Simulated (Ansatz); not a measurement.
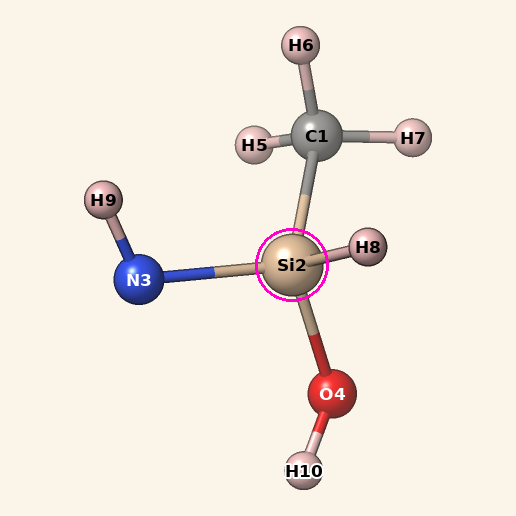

Distant atoms are faded towards the background colour. Circles mark the stereogenic atoms. State: neutral, doublet. The geometry was computed by an optimisation with PBE0-D4/def2-TZVP.

Question: What are the Cahn–Ingold–Prelog descriptors?

Answer: Si2: S (priorities O4 > N3 > C1 > H8).

Question: Write the isomeric SMILES.

Answer: C[Si@@H]([NH])O
